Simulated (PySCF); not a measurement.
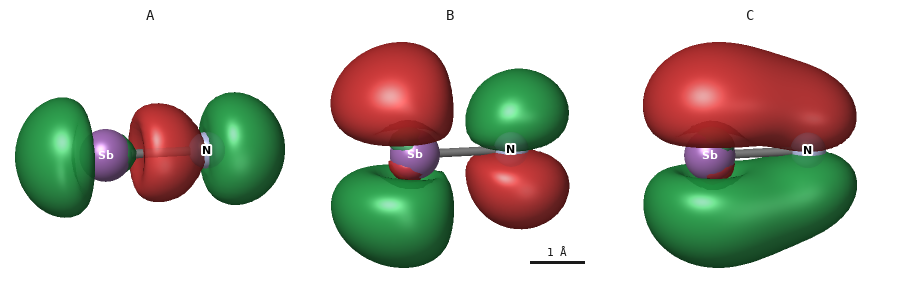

Figure 1: SbN. Three frontier orbitals, each drawn at the value that holds 80 % of its norm (green and red are the two phases), in no order; of a degenerate pair one member is drawn.

⟨S²⟩ = 0.14, above the pure value of 0.00.

Level of theory: PySCF, PBE0/x2c-SVPall, spin-free X2C-1e, Gaussian nucleus, at a bond length of 1.842 Å.

Question: Label each orbital by symmetry, say whether it is occupied, and order them by energy.

Answer: Orbital A: σ, occupied, −7.81 eV; shared between the atoms (Sb 40 %, N 60 %).
Orbital C: π, occupied, −7.54 eV; bonding, with no node between the atoms.
Orbital B: π, empty, −2.30 eV; antibonding, with a node between the atoms.
